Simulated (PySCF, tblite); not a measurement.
# C₂H₉FO₂Si₃: geometry, infrared bands and NMR shifts

Aim: predict the infrared bands and NMR shifts of C₂H₉FO₂Si₃ (`O[SiH2]/C(F)=C\[SiH2]O[SiH3]`).

The runs use tblite 0.8.0 and PySCF 2.14.0, with density-fitted response routines of our own; the level of theory stands in each step. All values are computed, except where a source is named. Atoms are numbered from 0 throughout.

## Step 1: The molecule as given

17 atoms, charge 0, multiplicity 1; geometry from: force field or distance geometry start.

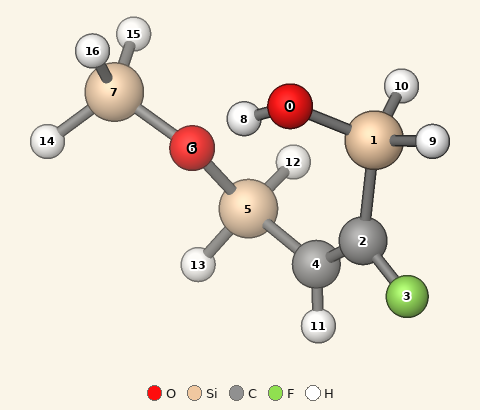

The starting geometry (oxygen red, silicon light orange, carbon grey, fluorine green, hydrogen white), atoms numbered.

## Step 2: Relaxing the molecule with GFN2-xTB

The job: settings as JSON, then the geometry in Å.

```
{"job": {"kind": "relax", "xc": "GFN2-xTB", "basis": "xTB"}, "charge": 0, "multiplicity": 1}
O      1.409400     1.876000     0.073700
Si     2.260300     0.615600    -0.573800
C      2.020600    -0.953200     0.404700
F      3.139800    -1.477700     0.922700
C      0.871800    -1.618800     0.659300
Si    -0.852600    -1.274300     0.142600
O     -1.249700     0.327900     0.347600
Si    -2.634900     1.234400     0.270100
H      0.521500     1.642400     0.403600
H      3.694100     0.982500    -0.601900
H      1.785600     0.404000    -1.954300
H      0.944600    -2.523400     1.251500
H     -1.019300    -1.620900    -1.273100
H     -1.762400    -2.111200     0.946200
H     -3.613600     0.748200     1.275800
H     -3.223500     1.113900    -1.080500
H     -2.298800     2.646800     0.548900
```

Run with:

```sh
$ OMP_NUM_THREADS=1 python probes_run.py task.json out
```

The driver reads the jobs from task.json and runs them one after another.

Output:

```text
step      E/eV     max force
  0    -736.03715    1.962
  1    -736.11454    1.677
  2    -736.14996    0.377
  3    -736.16406    0.320
  4    -736.17865    0.349
  5    -736.18936    0.273
  6    -736.20262    0.273
  7    -736.21163    0.213
  8    -736.21797    0.173
  9    -736.22230    0.150
 10    -736.22602    0.156
 11    -736.22981    0.191
 12    -736.23429    0.184
 13    -736.23844    0.178
 14    -736.24097    0.099
 15    -736.24231    0.101
 16    -736.24367    0.112
 17    -736.24571    0.144
 18    -736.24849    0.176
 19    -736.25146    0.134
 20    -736.25405    0.110
 21    -736.25639    0.109
 22    -736.25906    0.164
 23    -736.26224    0.161
 24    -736.26545    0.158
 25    -736.26839    0.150
 26    -736.27113    0.143
 27    -736.27367    0.146
 28    -736.27592    0.111
 29    -736.27778    0.125
 30    -736.27922    0.108
 31    -736.28047    0.108
 32    -736.28176    0.092
 33    -736.28302    0.085
 34    -736.28410    0.071
 35    -736.28490    0.068
 36    -736.28561    0.074
 37    -736.28649    0.082
 38    -736.28767    0.112
 39    -736.28893    0.095
 40    -736.28986    0.060
 41    -736.29044    0.061
 42    -736.29099    0.065
 43    -736.29167    0.082
 44    -736.29229    0.062
 45    -736.29267    0.049
 46    -736.29289    0.037
 47    -736.29311    0.037
 48    -736.29338    0.043
 49    -736.29365    0.040
 50    -736.29387    0.050
 51    -736.29410    0.048
 52    -736.29440    0.061
 53    -736.29472    0.054
 54    -736.29495    0.034
 55    -736.29508    0.026
 56    -736.29520    0.030
 57    -736.29541    0.050
 58    -736.29574    0.061
 59    -736.29610    0.048
 60    -736.29632    0.029
 61    -736.29647    0.034
 62    -736.29668    0.043
 63    -736.29709    0.066
 64    -736.29775    0.078
 65    -736.29848    0.061
 66    -736.29898    0.039
 67    -736.29924    0.036
 68    -736.29947    0.053
 69    -736.29992    0.072
 70    -736.30056    0.079
 71    -736.30116    0.062
 72    -736.30139    0.060
 73    -736.30172    0.039
 74    -736.30188    0.033
 75    -736.30248    0.041
 76    -736.30296    0.046
 77    -736.30353    0.053
 78    -736.30382    0.040
 79    -736.30411    0.034
 80    -736.30440    0.037
 81    -736.30493    0.073
 82    -736.30562    0.081
 83    -736.30622    0.163
 84    -736.30668    0.062
 85    -736.30724    0.050
 86    -736.30750    0.026
 87    -736.30761    0.022
 88    -736.30769    0.022
 89    -736.30778    0.033
 90    -736.30789    0.036
 91    -736.30801    0.035
 92    -736.30808    0.015
 93    -736.30812    0.017
 94    -736.30816    0.019
 95    -736.30825    0.032
 96    -736.30838    0.042
 97    -736.30852    0.034
 98    -736.30861    0.024
 99    -736.30867    0.017
100    -736.30874    0.027
101    -736.30887    0.045
102    -736.30908    0.054
103    -736.30933    0.063
104    -736.30937    0.060
105    -736.30960    0.019
106    -736.30966    0.019
107    -736.30975    0.026
108    -736.30984    0.031
109    -736.31000    0.044
110    -736.31017    0.049
111    -736.31034    0.043
112    -736.31047    0.038
113    -736.31059    0.029
114    -736.31069    0.017
115    -736.31071    0.065
116    -736.31086    0.030
117    -736.31096    0.032
118    -736.31084    0.159
119    -736.31134    0.025
120    -736.31152    0.023
121    -736.30441    0.506
122    -736.31172    0.021
123    -736.31186    0.020
124    -736.31200    0.124
125    -736.31235    0.028
126    -736.31245    0.032
127    -736.31267    0.064
128    -736.31285    0.050
129    -736.31355    0.032
130    -736.31378    0.038
131    -736.31410    0.058
132    -736.31441    0.073
133    -736.31480    0.051
134    -736.31273    0.393
135    -736.31528    0.075
136    -736.31557    0.069
137    -736.31370    0.376
138    -736.31699    0.036
139    -736.31774    0.041
140    -736.31439    0.426
141    -736.31878    0.048
142    -736.31954    0.044
143    -736.31545    0.440
144    -736.32069    0.047
145    -736.32145    0.055
146    -736.31726    0.475
147    -736.32280    0.055
148    -736.32356    0.055
149    -736.32120    0.354
150    -736.32514    0.062
151    -736.32582    0.064
152    -736.32653    0.200
153    -736.32760    0.083
154    -736.32813    0.058
155    -736.32934    0.052
156    -736.32989    0.049
157    -736.33068    0.047
158    -736.33150    0.068
159    -736.33205    0.046
160    -736.33243    0.035
161    -736.33265    0.032
162    -736.33301    0.040
163    -736.33340    0.043
164    -736.33372    0.035
165    -736.33396    0.028
166    -736.33416    0.025
167    -736.33432    0.020
168    -736.33447    0.035
169    -736.33462    0.039
170    -736.33479    0.038
171    -736.33499    0.044
172    -736.33526    0.045
173    -736.33553    0.044
174    -736.33579    0.049
175    -736.33603    0.047
176    -736.33628    0.036
177    -736.33651    0.043
178    -736.33675    0.045
179    -736.33695    0.025
180    -736.33711    0.026
181    -736.33716    0.027
182    -736.33727    0.020
183    -736.33733    0.021
184    -736.33739    0.017
185    -736.33746    0.023
186    -736.33755    0.026
187    -736.33766    0.027
188    -736.33777    0.029
189    -736.33789    0.036
190    -736.33805    0.030
191    -736.33825    0.030
192    -736.33847    0.033
193    -736.33867    0.037
194    -736.33887    0.040
195    -736.33910    0.038
196    -736.33932    0.040
197    -736.33954    0.042
198    -736.33974    0.034
199    -736.33994    0.043
200    -736.34014    0.043
201    -736.34033    0.039
202    -736.34048    0.032
203    -736.34061    0.026
204    -736.34076    0.031
205    -736.34093    0.033
206    -736.34110    0.038
207    -736.34128    0.037
208    -736.34147    0.041
209    -736.34168    0.049
210    -736.34192    0.048
211    -736.34219    0.040
212    -736.34242    0.035
213    -736.34260    0.039
214    -736.34276    0.040
215    -736.34292    0.036
216    -736.34310    0.032
217    -736.34337    0.039
218    -736.34359    0.043
219    -736.34379    0.035
220    -736.34394    0.024
221    -736.34404    0.023
222    -736.34411    0.022
223    -736.34417    0.020
224    -736.34429    0.018
225    -736.34436    0.018
226    -736.34442    0.018
227    -736.34446    0.017
228    -736.34451    0.014
229    -736.34454    0.012
230    -736.34457    0.008
```

Wall time 2 s (1 thread of Arm Neoverse V1, shared host).

Step by step: (not every step is listed)

```csv
step,energy from step 0 (eV),largest force (eV/Å)
0,0.0000,1.9621
1,-0.0774,1.6766
2,-0.1128,0.3773
3,-0.1269,0.3198
4,-0.1415,0.3491
5,-0.1522,0.2729
6,-0.1655,0.2733
7,-0.1745,0.2125
8,-0.1808,0.1732
29,-0.2406,0.1252
50,-0.2567,0.0499
71,-0.2640,0.0623
92,-0.2709,0.0146
113,-0.2734,0.0291
134,-0.2756,0.3934
155,-0.2922,0.0523
176,-0.2991,0.0364
197,-0.3024,0.0421
218,-0.3064,0.0429
225,-0.3072,0.0180
226,-0.3073,0.0177
227,-0.3073,0.0175
228,-0.3074,0.0138
229,-0.3074,0.0116
230,-0.3074,0.0081
```

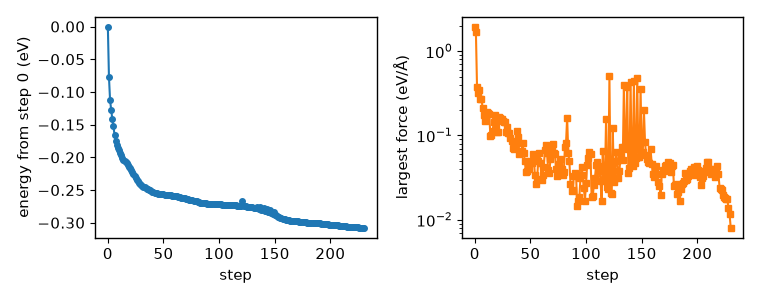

Energy and force, step by step.

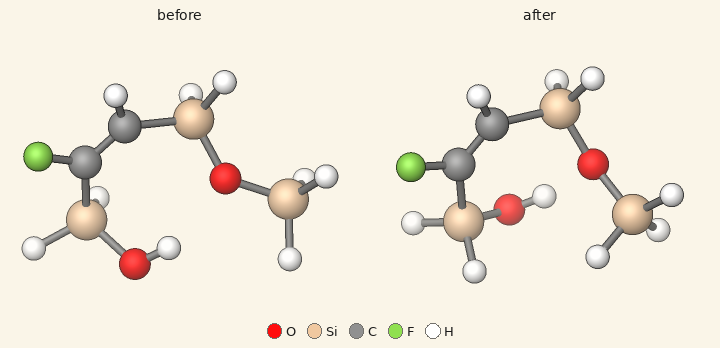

Before and after, at one scale.

Close pairs (by a distance rule), those that changed most:

```csv
bond,before (Å),after (Å),change (Å)
C4–Si5,1.833,1.874,+0.041
Si1–C2,1.864,1.903,+0.039
O0–Si1,1.653,1.615,-0.038
C2–F3,1.340,1.369,+0.029
O6–Si7,1.657,1.629,-0.029
Si5–O6,1.663,1.636,-0.027
Si7–H14,1.485,1.461,-0.025
C2–C4,1.352,1.330,-0.022
```

The next job starts from the end point, and lists it.

## Step 3: Harmonic vibrations with GFN2-xTB

The job: settings as JSON, then the geometry in Å.

```
{"job": {"kind": "ir", "xc": "GFN2-xTB", "basis": "xTB"}, "charge": 0, "multiplicity": 1}
O      0.718839     0.935469    -1.623754
Si     1.949451     0.755250    -0.593985
C      1.797298    -0.835871     0.438858
F      2.988246    -1.175049     1.023493
C      0.767401    -1.641974     0.680352
Si    -0.989136    -1.483437     0.047821
O     -1.454781     0.083794    -0.016937
Si    -2.055676     1.417890     0.698303
H     -0.178113     0.779283    -1.324836
H      2.044421     1.861359     0.364953
H      3.109532     0.629999    -1.465625
H      0.964590    -2.509522     1.302692
H     -1.158408    -1.920401    -1.337472
H     -1.886600    -2.169558     0.977953
H     -3.047893     1.018138     1.692671
H     -2.646840     2.151941    -0.417103
H     -0.929329     2.114718     1.315824
```

Output:

```text
mode    cm-1     km/mol
  1     -16.2      0.09
  2      28.8      0.81
  3      54.3      0.01
  4      84.4      2.22
  5     111.1      2.12
  6     142.4      5.41
  7     153.8      3.71
  8     177.7      1.59
  9     241.5      0.28
 10     292.4      3.51
 11     326.2      7.30
 12     415.9     51.84
 13     474.4     48.63
 14     507.5     64.45
 15     538.2     16.58
 16     555.0     87.08
 17     575.7      4.49
 18     593.3     61.21
 19     600.5     13.65
 20     613.7     37.39
 21     641.7     73.17
 22     720.4     80.04
 23     746.8    441.19
 24     758.8     20.15
 25     768.3    566.59
 26     773.1     97.13
 27     779.9    171.63
 28     814.2    397.11
 29     843.3     95.12
 30     860.6    305.74
 31     867.8    159.84
 32     934.8    194.41
 33    1027.0    424.39
 34    1056.3    234.26
 35    1266.2     32.36
 36    1634.6    110.45
 37    2223.4    240.53
 38    2247.0    240.29
 39    2265.0     70.12
 40    2269.5    536.24
 41    2278.9    487.16
 42    2289.3     96.44
 43    2325.3    255.46
 44    3013.7     33.10
 45    3554.1    145.98
```

Wall time 0.78 s (1 thread of Arm Neoverse V1, shared host).

The strongest bands and the atoms that carry them (share of the mass-weighted mode):

```csv
cm⁻¹,km/mol,atoms
747,441.2,"H12 24 %, H13 21 %, H9 14 %"
768,566.6,"H9 27 %, H10 26 %, H15 12 %"
814,397.1,"H15 26 %, H16 25 %, H14 23 %"
861,305.7,"H11 25 %, C4 24 %, H8 17 %, Si5 13 %"
1027,424.4,"O6 41 %, C2 28 %, F3 14 %"
2270,536.2,"H16 50 %, H12 19 %, H13 14 %, H14 13 %"
2279,487.2,"H15 43 %, H14 39 %, H16 10 %"
2325,255.5,H10 96 %
```

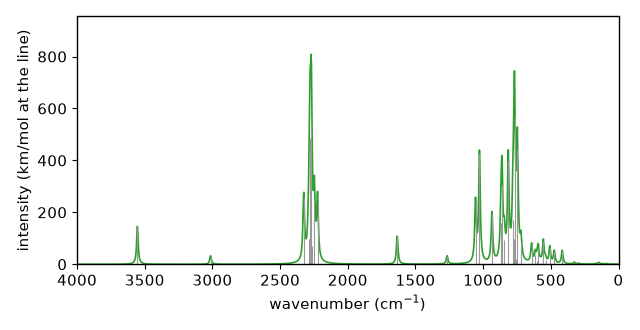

The infrared spectrum from these modes, unscaled. Lines are broadened to a width of 14 cm⁻¹ (Lorentzian).

## Step 4: NMR shieldings: PBE0/pcSseg-1

Same as in step 3 but for these lines:

```diff
@@ -1,2 +1,2 @@
-{"job": {"kind": "ir", "xc": "GFN2-xTB", "basis": "xTB"}, "charge": 0, "multiplicity": 1}
+{"job": {"kind": "nmr", "xc": "PBE0", "basis": "pcSseg-1"}, "charge": 0, "multiplicity": 1}
 O      0.718839     0.935469    -1.623754
```

With the program's defaults for keys left out, this is: GIAO PBE0/pcSseg-1 NMR shielding, non-relativistic, gas phase.

Output:

```text
coarse grid: 15888 points
cycle   1  E = -1199.4235457140  dE =  8.756e-01  |g| = 1.074e+00  |ddm| = 3.811e+00
cycle   2  E = -1199.1101977595  dE =  3.133e-01  |g| = 1.677e+00  |ddm| = 2.048e+00
cycle   3  E = -1199.6195531220  dE = -5.094e-01  |g| = 1.248e-01  |ddm| = 1.470e+00
cycle   4  E = -1199.6225997082  dE = -3.047e-03  |g| = 6.058e-02  |ddm| = 1.794e-01
cycle   5  E = -1199.6233270473  dE = -7.273e-04  |g| = 1.842e-02  |ddm| = 6.028e-02
cycle   6  E = -1199.6233876284  dE = -6.058e-05  |g| = 6.689e-03  |ddm| = 1.798e-02
cycle   7  E = -1199.6233990486  dE = -1.142e-05  |g| = 9.739e-04  |ddm| = 6.423e-03
cycle   8  E = -1199.6233991979  dE = -1.493e-07  |g| = 4.951e-04  |ddm| = 1.023e-03
final grid: 140568 points
cycle   9  E = -1199.6952741438  dE = -2.285e-05  |g| = 9.792e-03  |ddm| = 1.932e-02
cycle  10  E = -1199.6952504490  dE =  2.369e-05  |g| = 1.508e-02  |ddm| = 1.746e-02
cycle  11  E = -1199.6952920083  dE = -4.156e-05  |g| = 6.911e-04  |ddm| = 1.053e-02
cycle  12  E = -1199.6952920887  dE = -8.030e-08  |g| = 2.435e-04  |ddm| = 7.736e-04
cycle  13  E = -1199.6952921011  dE = -1.240e-08  |g| = 6.869e-05  |ddm| = 2.531e-04
cycle  14  E = -1199.6952921017  dE = -6.373e-10  |g| = 3.215e-05  |ddm| = 7.188e-05
cycle  15  E = -1199.6952921019  dE = -1.974e-10  |g| = 4.619e-06  |ddm| = 2.675e-05
converged SCF energy = -1199.6952921019

GIAO shielding tensors (ppm)
atom      isotropic    diamagn.    paramagn.     s11        s22        s33       span
  0 O      316.549     393.230     -76.681    282.679    306.826    360.142     77.463
  1 Si     390.295     880.825    -490.530    344.144    372.167    454.573    110.429
  2 C       -5.724     259.344    -265.068   -126.771     41.838     67.761    194.532
  3 F      225.111     474.619    -249.508     81.129    229.946    364.260    283.131
  4 C       68.269     264.960    -196.690    -38.640     86.361    157.088    195.728
  5 Si     377.898     881.656    -503.759    342.885    364.222    426.586     83.701
  6 O      312.084     402.548     -90.464    229.713    333.742    372.797    143.085
  7 Si     386.878     880.642    -493.764    349.442    354.340    456.850    107.408
  8 H       28.531      35.866      -7.335     17.311     21.854     46.428     29.117
  9 H       26.411      30.134      -3.723     23.560     24.686     30.987      7.426
 10 H       26.717      28.542      -1.826     23.045     25.202     31.903      8.858
 11 H       25.680      30.274      -4.594     23.747     25.002     28.293      4.546
 12 H       26.237      30.080      -3.843     23.339     24.245     31.127      7.788
 13 H       26.476      29.734      -3.258     22.787     24.955     31.686      8.899
 14 H       26.572      29.175      -2.603     23.247     24.783     31.686      8.439
 15 H       26.597      29.264      -2.667     23.119     24.815     31.857      8.738
 16 H       26.546      31.254      -4.708     22.651     26.133     30.853      8.203
```

Wall time 47 s (1 thread of Arm Neoverse V1, shared host); peak memory 0.92 GiB.

Shifts follow as δ = σ(reference) − σ, with reference shieldings (ppm) from runs at the same level and on the same kind of geometry: ¹H TMS 31.72, ¹³C TMS 186.9, ²⁹Si TMS 349.2, ¹⁹F CFCl3 170.9, ¹⁷O H2O 336.1. The references are single molecules in the gas phase, so shifts against H2O, NH3, PH3, H3PO4 or CFCl3 are not on the usual liquid scales and can be off by tens of ppm. Atoms listed in one row are averaged.

```csv
atoms,environment,σ (ppm),δ (ppm),δ scaled to CDCl3
C2,fully substituted alkene carbon,-5.7,192.6,186.1
C4,alkene CH,68.3,118.7,113.9
H11,hydrogen on an alkene CH,25.68,6.04,5.80
"H12, H13","hydrogen on a silicon bonded to C, O",26.36,5.36,–
"H9, H10","hydrogen on a silicon bonded to C, O",26.56,5.15,–
"H14, H15, H16",hydrogen on a silicon bonded to O,26.57,5.15,–
H8,hydrogen on an oxygen bonded to Si,28.53,3.19,–
O6,oxygen bonded to 2 Si,312.1,24.0,–
O0,"oxygen bonded to Si, H",316.5,19.5,–
Si5,"silicon bonded to C, O, 2 H",377.9,-28.7,–
Si7,"silicon bonded to O, 3 H",386.9,-37.7,–
Si1,"silicon bonded to C, O, 2 H",390.3,-41.1,–
F3,vinylic fluorine,225.1,-54.2,–
```

The scaled column applies a straight-line fit of computed shieldings to shifts measured in CDCl3, and one for carbons that bear F (root-mean-square error 0.16 ppm for H, 1.9 ppm for C).

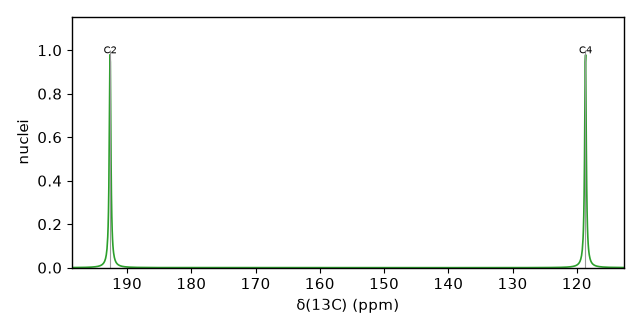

¹³C lines at the computed shifts, without couplings. Lines are broadened to a width of 0.30 ppm (Lorentzian).

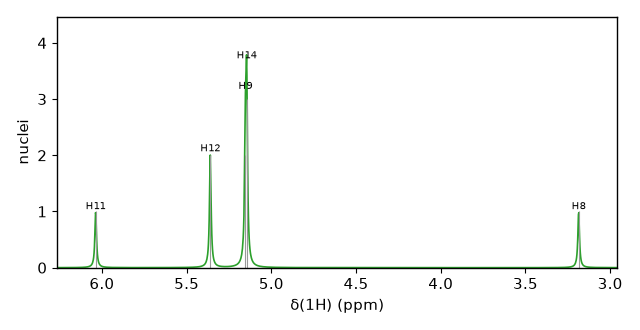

¹H lines at the computed shifts, without couplings. Lines are broadened to a width of 0.01 ppm (Lorentzian).

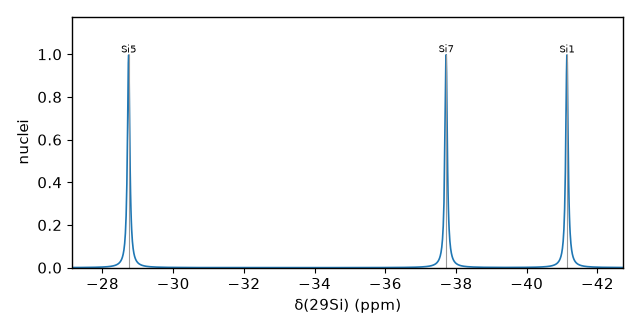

²⁹Si lines at the computed shifts, without couplings. Lines are broadened to a width of 0.08 ppm (Lorentzian).

The run also stored atomic charges by several schemes (e):

```csv
atoms,Mulliken,IAO,Hirshfeld,ESP fit
O0,-0.55,-0.79,-0.30,-0.61
Si1,0.84,1.01,0.40,0.62
C2,0.00,0.03,0.00,0.07
F3,-0.29,-0.28,-0.09,-0.18
C4,-0.49,-0.52,-0.18,-0.43
Si5,0.90,1.00,0.41,0.57
O6,-0.80,-0.89,-0.28,-0.42
Si7,0.70,0.87,0.40,0.57
```

IAO charges:

O0 -0.79; Si1 1.01; C2 0.03; F3 -0.28; C4 -0.52; Si5 1.00; O6 -0.89; Si7 0.87; H8 0.35; H9 -0.15; H10 -0.13; H11 0.17; H12 -0.14; H13 -0.14; H14 -0.14; H15 -0.13; H16 -0.14

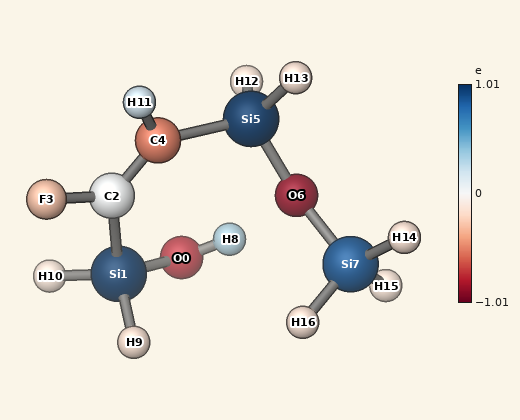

IAO charges, as colours on the atoms.

Mayer bond orders: O0–Si1 1.05, Si1–C2 0.82, C2–F3 0.88, C2–C4 1.87, C4–Si5 0.88, Si5–O6 0.86, O6–Si7 0.86.

The fields below are evaluated on a grid from the run's orbitals.

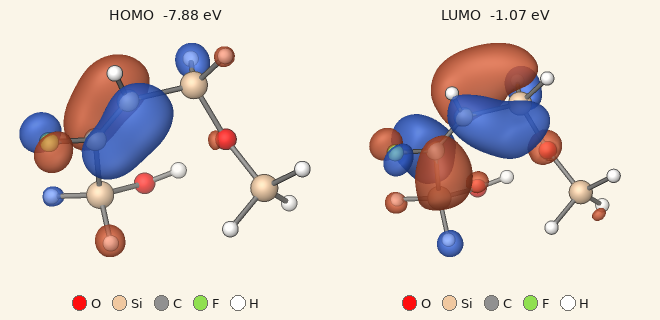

Frontier orbitals at PBE0/pcSseg-1; each surface holds 70 % of the orbital's density, blue and red mark the sign.

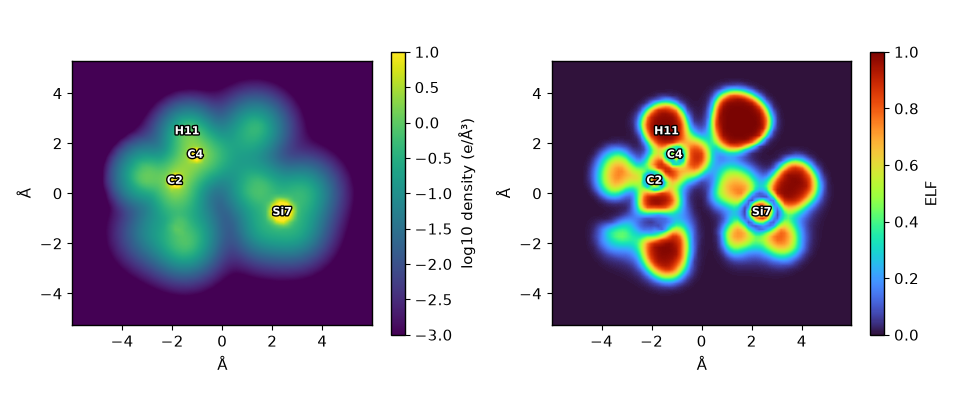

Density (left) and ELF (right) in a plane through or near 4 of the atoms.

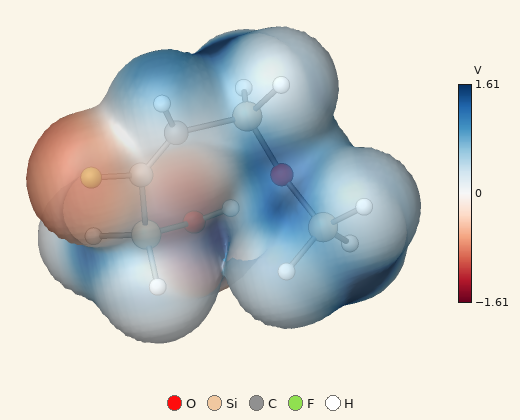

Electrostatic potential on the surface of density 0.002 e/bohr³; red is low, blue high. It runs from -1.27 V near O0 to 1.61 V near H16.

## Step 5: What came out

| quantity | value |
| --- | --- |
| strongest single infrared mode (GFN2-xTB) | 768 cm⁻¹, 567 km/mol |
| zero-point energy (GFN2-xTB) | 62.1 kcal/mol |
| ¹³C shifts against TMS (PBE0/pcSseg-1) | 192.6, 118.7 ppm |
| ¹H shifts against TMS (PBE0/pcSseg-1, means over atoms taken as alike) | 6.04, 5.36, 5.15, 5.15, 3.19 ppm |
| ¹⁷O shifts against H2O (PBE0/pcSseg-1) | 24.0, 19.5 ppm |
| ²⁹Si shifts against TMS (PBE0/pcSseg-1) | -28.7, -37.7, -41.1 ppm |
| ¹⁹F shifts against CFCl3 (PBE0/pcSseg-1) | -54.2 ppm |
| surface potential, least and greatest | -1.27 V and 1.61 V |

**Reading.** The optimisation took 230 steps and gained 0.307 eV; among the close pairs (by a distance rule), C4–Si5 changed most, from 1.833 to 1.874 Å. The lowest mode is slightly imaginary (16i cm⁻¹), a soft motion within the noise of the Hessian, so the minimum is not strictly shown. The strongest single mode, at 768 cm⁻¹, is spread over many atoms; the largest shares are those of H9, H10. Unscaled tight-binding wavenumbers are off by several per cent, some by more. Its intensities can rank the bands wrongly. H11 (hydrogen on an alkene CH) lies farthest downfield among hydrogen, at 6.04 ppm; olefinic region. At PBE0/pcSseg-1: The widest tensor belongs to F3: span 283 ppm, with a paramagnetic part of -250 ppm. At PBE0/pcSseg-1, counted by nearest atom on the grid, the HOMO lies on C4 39 %; C2 27 %, the LUMO on C2 30 %; C4 20 %.
